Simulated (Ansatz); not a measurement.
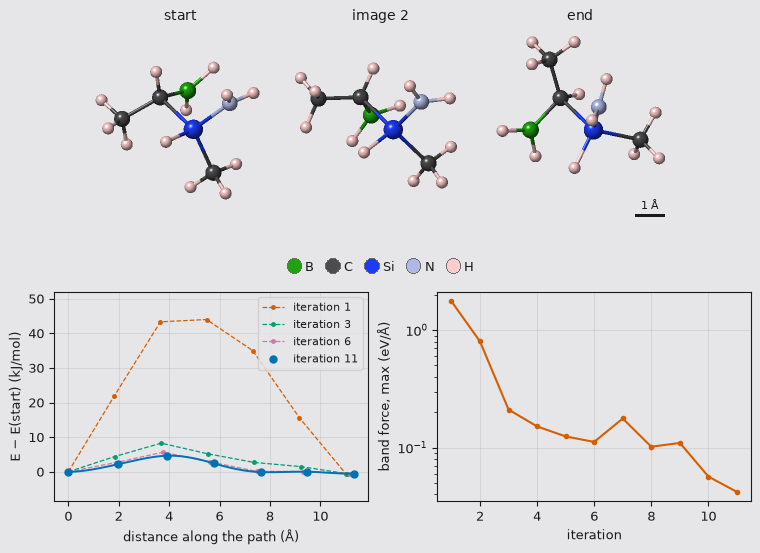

A nudged-elastic-band calculation for C3H12BNSi. Images are numbered from 0 (start) to 6 (end). The plot follows the band through its iterations. The picture is a ball-and-stick view, seen at a tilt.

Method: RKS PBE/6-31G in Ansatz. Run with 5 movable images; climbing image; force threshold 0.05 eV/Å; iteration limit 13; starting path by image-dependent pair potential.

How did the profile develop, and is the result final?

The run is converged, with reservations. The band converged in 11 iterations. The largest component of the band force went from 1.8 to 0.042 eV/Å. The climbing image converged on the top of the path. Its curvatures weren't checked. The first iteration put the highest image at 44.01 kJ/mol. The energy climbs by 4.67 kJ/mol to image 2 and then falls by 5.19 kJ/mol, so the end point sits at −0.53 kJ/mol.

The run took of the order of 11 core-minutes on a shared host.
